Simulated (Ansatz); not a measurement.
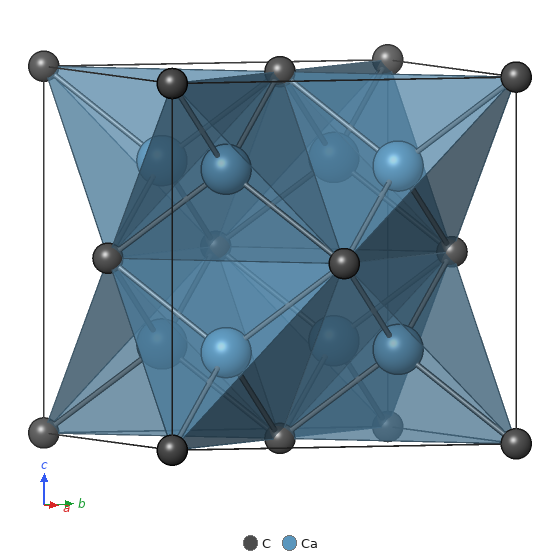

Polyhedra are drawn about Ca (bonds: C–Ca below 3 Å); other atoms are plain spheres.

Ca2C (space group Fm-3m, No. 225): the input geometry of an electronic-structure calculation (not necessarily at equilibrium); the starting structure was generated, so it need not be a known form of this composition.

Question: What figure surrounds each Ca atom, and what does it share with the other drawn polyhedra?

Answer: Ca: CaC4 tetrahedron, sharing edges with six neighbours and corners with 16 neighbours.

Question: How do these polyhedra hang together as a whole?

Answer: They form a three-dimensional framework of corner- and edge-sharing tetrahedra.

Question: How far apart are the centres of linked polyhedra?

Answer: Centre to centre across a shared edge: 3.13 Å; across a shared corner: 4.42 to 5.42 Å.
